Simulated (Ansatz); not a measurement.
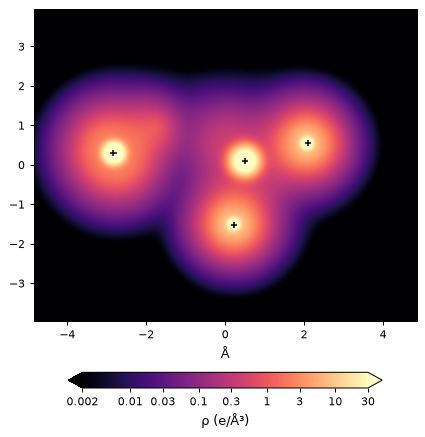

The electron density on a plane through atoms (crosses mark nuclei in the plane).

Computed with RKS PBE0-D4/def2-SVP (Ansatz).

Candidates:
A. BH₂N₂ (charge −1)
B. H₄O₄Si···HCl

### Which candidate gave the map?

Candidate B: H₄O₄Si···HCl on the plane of atoms O6, Si1 and O8, which holds Si, O and Cl. Si–O (1.64 Å): ρ is about 1.1 e/Å³ halfway.
